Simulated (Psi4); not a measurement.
# SiH2SO (SMILES O[Si]S): MP2/pcseg-2 (density fitting, density fitting for correlation, sweep point 3)

Aim: the vertical singlet–triplet gap of SiH2SO at MP2/pcseg-2 (density fitting, density fitting for correlation, sweep point 3), from 2 runs. 

Program for the calculation: Psi4 1.11.

## Step 1: Starting point

The species is SiH2SO (5 atoms), meant as a singlet with charge 0. As SMILES, `O[Si]S`. Geometry: relaxed at PBE0-D4/def2-TZVP. This is one conformer, not always the lowest.

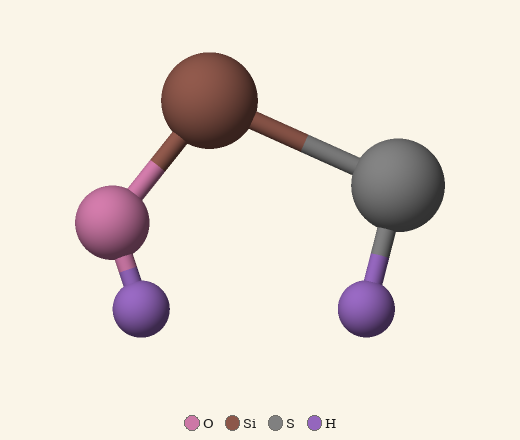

The structure, seen from a chosen angle (oxygen pink, silicon brown, sulfur grey, hydrogen purple).

## Step 2: The energy at MP2/pcseg-2 (density fitting, density fitting for correlation, sweep point 3)

calc.py

```python
import psi4

psi4.set_memory(1600000000)
psi4.set_num_threads(1)
psi4.set_output_file('psi4.out', False)

m = psi4.geometry("""
O     -2.25765580    -1.24514054    -0.61567277
Si    -1.80808996     1.79769646    -0.15023323
S      2.20663320     2.11384764     0.68086832
H     -0.92483197    -2.47195074    -0.50493482
H      2.87805289    -0.33353666     0.51154886
units au
symmetry c1
""")

psi4.set_options({
    'puream': True,
    'scf_type': 'df',
    'num_frozen_docc': 11,
})

e_tot = psi4.energy("mp2/pcseg-2")
print(f'total energy {e_tot:.8f} hartree = {e_tot * 27.211386:.5f} eV')
```

Command:

```
$ python calc.py
```

psi4.out, shortened:

```text
[...]
  Running in c1 symmetry.
[...]
  Nuclear repulsion =  133.931581840666354
[...]
  Multiplicity = 1
[...]
  Nalpha       = 20
  Nbeta        = 20
[...]
    Number of basis functions: 126
[...]
   @DF-RHF iter   1:  -762.47825221124367   -7.04573e-01   3.93274e-03 ADIIS/DIIS
[...]
   @DF-RHF iter  12:  -762.58552247673583   -5.91172e-12   4.04932e-09 DIIS
[...]
    Orbital Energies [Eh]
    ---------------------
    Doubly Occupied:
       1A    -91.905107     2A    -68.772089     3A    -20.579260
       4A     -8.949070     5A     -6.631812     6A     -6.630595
       7A     -6.630283     8A     -6.158759     9A     -4.262382
      10A     -4.262275    11A     -4.260991    12A     -1.367459
      13A     -0.972392    14A     -0.765736    15A     -0.618748
      16A     -0.577602    17A     -0.553692    18A     -0.469782
      19A     -0.395149    20A     -0.349676
[...]
  @DF-RHF Final Energy:  -762.58552247673583
   => Energetics <=
    Nuclear Repulsion Energy =            133.9315818406663539
    One-Electron Energy =               -1322.8084907076104173
    Two-Electron Energy =                 426.2913863902084017
    Total Energy =                       -762.5855224767358322
[...]
 Multipole Moments:
 ------------------------------------------------------------------------------------
     Multipole            Electronic (a.u.)      Nuclear  (a.u.)        Total (a.u.)
 ------------------------------------------------------------------------------------
 L = 1.  Multiply by 2.5417464519 to convert [e a0] to [Debye]
 Dipole X            :         -0.8819817            1.1587060            0.2767244
 Dipole Y            :          1.8601994           -2.5896571           -0.7294577
 Dipole Z            :          0.0559693           -0.0915995           -0.0356302
 Magnitude           :                                                    0.7809958
[...]
```

On the terminal:

```text
total energy -763.08618915 hartree = -20764.63284 eV
```

Run time: 1.7 s. Hardware: 1 thread of AMD EPYC 9R45 (Zen 5), shared host; peak memory 0.25 GiB.

## Step 3: The triplet

h2ossi.py

```python
import psi4

psi4.set_memory(1600000000)
psi4.set_num_threads(1)
psi4.core.set_output_file('psi4.out', False)

mol = psi4.geometry("""
0 3
O     -2.25765580    -1.24514054    -0.61567277
Si    -1.80808996     1.79769646    -0.15023323
S      2.20663320     2.11384764     0.68086832
H     -0.92483197    -2.47195074    -0.50493482
H      2.87805289    -0.33353666     0.51154886
units au
symmetry c1
""")

psi4.set_options(dict(reference='uhf', puream=True, scf_type='df', num_frozen_docc=11, maxiter=150))

energy_value = psi4.energy("mp2/pcseg-2", molecule=mol)
print('E =', round(energy_value, 9))
for k, v in sorted(psi4.core.scalar_variables().items()):
    print(f'{k:45s} {v:18.10f}')
```

Command:

```
$ python h2ossi.py
```

psi4.out, shortened:

```text
[...]
  Running in c1 symmetry.
[...]
  Nuclear repulsion =  133.931581840666354
[...]
  Multiplicity = 3
[...]
  Nalpha       = 21
  Nbeta        = 19
[...]
    Number of basis functions: 126
[...]
   @DF-UHF iter   1:  -762.38323851950190   -6.09560e-01   4.05902e-03 ADIIS/DIIS
[...]
   @DF-UHF iter  15:  -762.50913424875114   -7.16227e-12   6.49850e-09 DIIS
[...]
   @S^2 Observed:                2.005966582E+00
[...]
    Orbital Energies [Eh]
    ---------------------
    Alpha Occupied:
       1A    -91.910711     2A    -68.786947     3A    -20.563124
       4A     -8.953579     5A     -6.637881     6A     -6.635424
       7A     -6.635415     8A     -6.177205     9A     -4.290209
      10A     -4.284551    11A     -4.278779    12A     -1.359111
      13A     -0.981029    14A     -0.772399    15A     -0.632210
      16A     -0.575683    17A     -0.567808    18A     -0.498536
      19A     -0.423039    20A     -0.416707    21A     -0.264744
    Alpha Virtual:
      22A      0.083873    23A      0.090274    24A      0.118238
      25A      0.174273    26A      0.218415    27A      0.218758
[...]
  @DF-UHF Final Energy:  -762.50913424875114
   => Energetics <=
    Nuclear Repulsion Energy =            133.9315818406663539
    One-Electron Energy =               -1322.6423473552424639
    Two-Electron Energy =                 426.2016312658249149
    Total Energy =                       -762.5091342487510246
  UHF NO Occupations:
  HONO-2 :   19  A 1.9983982
  HONO-1 :   20  A 1.0000000
[...]
 Multipole Moments:
 ------------------------------------------------------------------------------------
     Multipole            Electronic (a.u.)      Nuclear  (a.u.)        Total (a.u.)
 ------------------------------------------------------------------------------------
 L = 1.  Multiply by 2.5417464519 to convert [e a0] to [Debye]
 Dipole X            :         -1.1653135            1.1587060           -0.0066075
 Dipole Y            :          2.2842410           -2.5896571           -0.3054161
 Dipole Z            :          0.0525091           -0.0915995           -0.0390904
 Magnitude           :                                                    0.3079785
[...]
```

On the terminal:

```text
E = -762.98214231
CURRENT CORRELATION ENERGY                         -0.4730080615
CURRENT ENERGY                                   -762.9821423103
CURRENT REFERENCE ENERGY                         -762.5091342488
CUSTOM SCS-MP2 CORRELATION ENERGY                  -0.4640774395
CUSTOM SCS-MP2 TOTAL ENERGY                      -762.9732116883
DD SOLVATION ENERGY                                 0.0000000000
HF KINETIC ENERGY                                 764.0911322136
HF POTENTIAL ENERGY                             -1526.6002664623
HF TOTAL ENERGY                                  -762.5091342488
HF VIRIAL RATIO                                     1.9979295690
MP2 CORRELATION ENERGY                             -0.4730080615
MP2 DOUBLES ENERGY                                 -0.4730080615
MP2 OPPOSITE-SPIN CORRELATION ENERGY               -0.3535477912
MP2 SAME-SPIN CORRELATION ENERGY                   -0.1194602703
MP2 SINGLES ENERGY                                 -0.0000000000
MP2 TOTAL ENERGY                                 -762.9821423103
NUCLEAR REPULSION ENERGY                          133.9315818407
ONE-ELECTRON ENERGY                             -1322.6423473552
PCM POLARIZATION ENERGY                             0.0000000000
PE ENERGY                                           0.0000000000
SCF ITERATION ENERGY                             -762.5091342488
SCF ITERATIONS                                     15.0000000000
SCF TOTAL ENERGY                                 -762.5091342488
SCS-MP2 CORRELATION ENERGY                         -0.4640774395
SCS-MP2 TOTAL ENERGY                             -762.9732116883
TWO-ELECTRON ENERGY                               426.2016312658
```

Wall time 2.2 s (1 thread of AMD EPYC 9R45 (Zen 5), shared host); peak memory 0.25 GiB.

## Step 4: Summary of results

At MP2/pcseg-2 (density fitting, density fitting for correlation, sweep point 3), 11 core orbitals frozen:

| quantity | value |
| --- | --- |
| singlet: total energy | -763.08619 Eh |
| singlet: HOMO energy (Hartree–Fock orbitals) | -9.52 eV |
| singlet: LUMO energy (Hartree–Fock orbitals) | 1.22 eV |
| singlet: HOMO–LUMO gap (Hartree–Fock orbitals) | 10.73 eV |
| singlet: correlation energy (11 core orbitals frozen) | -500.7 mEh |
| triplet: total energy | -762.98214 Eh |
| triplet: HOMO energy (Hartree–Fock orbitals) (highest over α and β) | -7.20 eV |
| triplet: LUMO energy (Hartree–Fock orbitals) (lowest over α and β) | -0.43 eV |
| triplet: correlation energy (11 core orbitals frozen) | -473.0 mEh |
| triplet: ⟨S²⟩ of the reference determinant | 2.006 |
| vertical energy of the triplet above the singlet | 2.831 eV |

**Reading.** At this shape the triplet lies 2.83 eV (65 kcal/mol) above the singlet.
